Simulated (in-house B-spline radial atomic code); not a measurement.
# Ge²⁺: excited configurations in jj coupling

Wanted: excitation energies of Ge²⁺ as differences of total energies (ΔSCF).

Method: Dirac-Hartree-Fock, average of configuration, Fermi nucleus, basis-set limit. Code: in-house B-spline radial atomic code version 1.

## Step 1: What is computed

- element: germanium (Z = 32)
- charge: +2
- electrons: 30
- configuration: 1s2 2s2 2p6 3s2 3p6 3d10 4s2
- Hamiltonian: Dirac-Coulomb
- nucleus: Fermi, rms radius 4.074 fm

Settings of the run:

```ini
Z = 32
electrons = 30.0
configuration = 1s2 2s2 2p6 3s2 3p6 3d10 4s2
hamiltonian = dirac
method = hf
spin_polarised = False
nucleus = fermi
rms_radius = 4.0742
mass_number = 74
atomic_mass = 73.92117776
speed_of_light = 137.035999084
```

From the earlier run of the reference: total energy -2096.661105 hartree. Levels, eight at most:

```
orbital  occupation  energy (eV)  <r> (bohr)
  2p1/2           2     -1308.00      0.1812
  2p3/2           4     -1275.77      0.1847
  3s1/2           2      -221.61      0.6218
  3p1/2           2      -164.77      0.6399
  3p3/2           4      -160.22      0.6498
  3d3/2           4      -63.898      0.7179
  3d5/2           6      -63.241      0.7229
  4s1/2           2      -32.457       2.000
```

## Step 2: Configuration 1s2 2s2 2p6 3s2 3p6 3d-3 3d+6 4s2 4d+1

In configurations, a minus sign after the shell means j = l − 1/2 and a plus sign j = l + 1/2; the count of electrons follows.

Settings of the run:

```ini
Z = 32
electrons = 30.0
configuration = 1s2 2s2 2p6 3s2 3p6 3d-3 3d+6 4s2 4d+1
hamiltonian = dirac
method = hf
spin_polarised = False
nucleus = fermi
rms_radius = 4.0742
mass_number = 74
atomic_mass = 73.92117776
speed_of_light = 137.035999084
```

## Step 3: Configuration 1s2 2s2 2p6 3s2 3p-2 3p+3 3d10 4s2 6f-1

Changes to the settings of step 2:

```diff
@@ -2,3 +2,3 @@
 electrons = 30.0
-configuration = 1s2 2s2 2p6 3s2 3p6 3d-3 3d+6 4s2 4d+1
+configuration = 1s2 2s2 2p6 3s2 3p-2 3p+3 3d10 4s2 6f-1
 hamiltonian = dirac
```

## Step 4: 1s2 2s2 2p6 3s2 3p-2 3p+3 3d10 4s2 5g-1

Changes to the settings of step 3:

```diff
@@ -2,3 +2,3 @@
 electrons = 30.0
-configuration = 1s2 2s2 2p6 3s2 3p-2 3p+3 3d10 4s2 6f-1
+configuration = 1s2 2s2 2p6 3s2 3p-2 3p+3 3d10 4s2 5g-1
 hamiltonian = dirac
```

## Step 5: Run with 1s2 2s2 2p6 3s2 3p6 3d10 4s1 4p+1

Changes to the settings of step 4:

```diff
@@ -2,3 +2,3 @@
 electrons = 30.0
-configuration = 1s2 2s2 2p6 3s2 3p-2 3p+3 3d10 4s2 5g-1
+configuration = 1s2 2s2 2p6 3s2 3p6 3d10 4s1 4p+1
 hamiltonian = dirac
```

## Step 6: 1s2 2s2 2p6 3s2 3p6 3d-4 3d+5 4s2 5s1

Changes to the settings of step 5:

```diff
@@ -2,3 +2,3 @@
 electrons = 30.0
-configuration = 1s2 2s2 2p6 3s2 3p6 3d10 4s1 4p+1
+configuration = 1s2 2s2 2p6 3s2 3p6 3d-4 3d+5 4s2 5s1
 hamiltonian = dirac
```

## Step 7: Run with 1s2 2s2 2p6 3s2 3p-1 3p+4 3d10 4s2 7g+1

Changes to the settings of step 6:

```diff
@@ -2,3 +2,3 @@
 electrons = 30.0
-configuration = 1s2 2s2 2p6 3s2 3p6 3d-4 3d+5 4s2 5s1
+configuration = 1s2 2s2 2p6 3s2 3p-1 3p+4 3d10 4s2 7g+1
 hamiltonian = dirac
```

## Step 8: Configuration 1s2 2s2 2p6 3s2 3p-1 3p+4 3d10 4s2 6p+1

Changes to the settings of step 7:

```diff
@@ -2,3 +2,3 @@
 electrons = 30.0
-configuration = 1s2 2s2 2p6 3s2 3p-1 3p+4 3d10 4s2 7g+1
+configuration = 1s2 2s2 2p6 3s2 3p-1 3p+4 3d10 4s2 6p+1
 hamiltonian = dirac
```

Before running: How far above the reference does each configuration lie (order and size, in eV)?

As calculated:

| net move | configuration | energy above the reference (eV) | with Breit, QED, recoil (eV) | largest <r> (bohr) |
| --- | --- | --- | --- | --- |
| 4s → 4p3/2 | 1s2 2s2 2p6 3s2 3p6 3d10 4s1 4p+1 | 7.865 | 7.851 | 2.37 |
| 3d5/2 → 5s | 1s2 2s2 2p6 3s2 3p6 3d-4 3d+5 4s2 5s1 | 43.658 | 43.695 | 4.38 |
| 3d3/2 → 4d5/2 | 1s2 2s2 2p6 3s2 3p6 3d-3 3d+6 4s2 4d+1 | 44.829 | 44.828 | 3.47 |
| 3p3/2 → 5g7/2 | 1s2 2s2 2p6 3s2 3p-2 3p+3 3d10 4s2 5g-1 | 149.66 | 149.56 | 9.16 |
| 3p3/2 → 6f5/2 | 1s2 2s2 2p6 3s2 3p-2 3p+3 3d10 4s2 6f-1 | 151.12 | 151.02 | 15.7 |
| 3p1/2 → 6p3/2 | 1s2 2s2 2p6 3s2 3p-1 3p+4 3d10 4s2 6p+1 | 152.27 | 152.09 | 8.97 |
| 3p1/2 → 7g9/2 | 1s2 2s2 2p6 3s2 3p-1 3p+4 3d10 4s2 7g+1 | 156.43 | 156.24 | 21.1 |

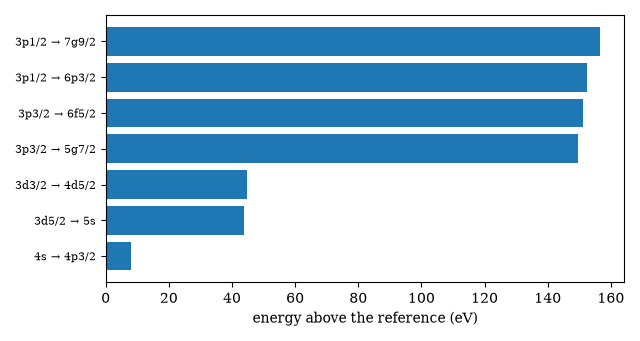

The configurations in order of energy, labelled by the net move of electrons.

**Reading.** At the bottom stands 4s → 4p3/2 (7.865 eV), at the top 3p1/2 → 7g9/2 (156.43 eV). Koopmans' estimate of the ionisation threshold is 32.457 eV; 6 configurations exceed it by over 2 % and could autoionise. These are averages over configurations, without correlation, not spectroscopic levels.
